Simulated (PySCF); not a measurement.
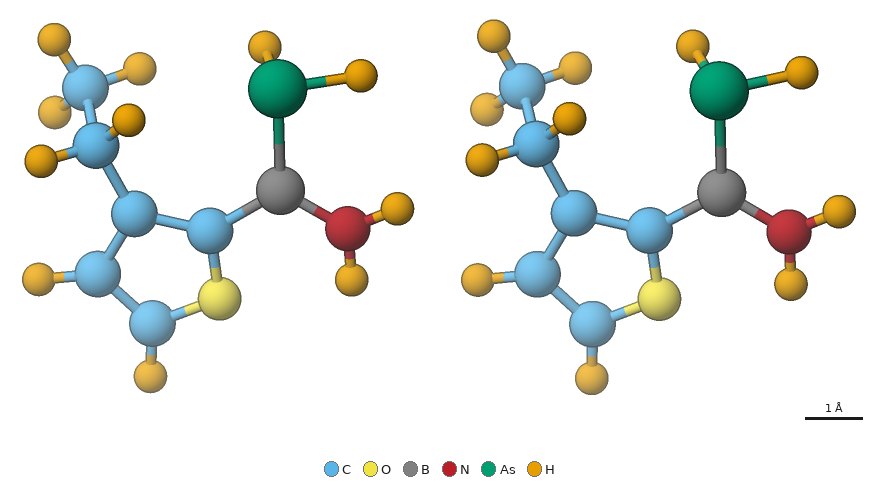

Two geometries of C₆H₁₁AsBNO, drawn at one scale. One is the start of a relaxation, the other its converged end. Style: ball-and-stick. Shown at a tilt.

All numbers below come from PBE0-D3(BJ)/def2-SVP geometry optimisation, gas phase (PySCF 2.14.0, density-fitted response routines). 

### Which one is relaxed?

The right one is the relaxed one. The start comes from GFN2-xTB. The energy falls by 0.082 eV in 8 geometry steps. The largest move after the best rigid fit is that of an H atom, 0.23 Å. Largest moves by element: H 0.23 Å, N 0.07 Å, As 0.07 Å, B 0.06 Å, C 0.05 Å, O 0.02 Å. Some distances before and after: As–B 2.029 → 2.052 Å, As–H 1.503 → 1.522 Å, C–H 1.073 → 1.088 Å, C–C 1.417 → 1.430 Å. Among the angles between lasting bonds that change: H–As–H 89.0° → 93.0°, H–C–H 108.3° → 105.7°, C–C–B 133.7° → 136.0°.
